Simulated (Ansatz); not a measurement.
Take GaAs in the zinc blende structure (space group F-43m, No. 216; a = 5.666 Å) as the base.

The change: cell and atoms relaxed at a pressure of 22.5 GPa.

All numbers come from r2SCAN (Ansatz, a program for electronic structure), without spin-orbit coupling, earlier PAW set.

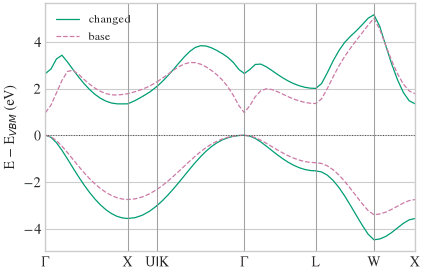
Figure. Highest valence and lowest conduction band along the path, each from its own valence-band maximum

The gap is 1.34 eV, indirect, Γ → X; the base has 0.97 eV.

Load acts through the strain it causes; cell and atoms are relaxed under it. No phonon test of stability was made. Measured, GaAs leaves this structure (for a Cmcm phase) near 15 GPa (room temperature; as listed in arXiv:1906.07825).
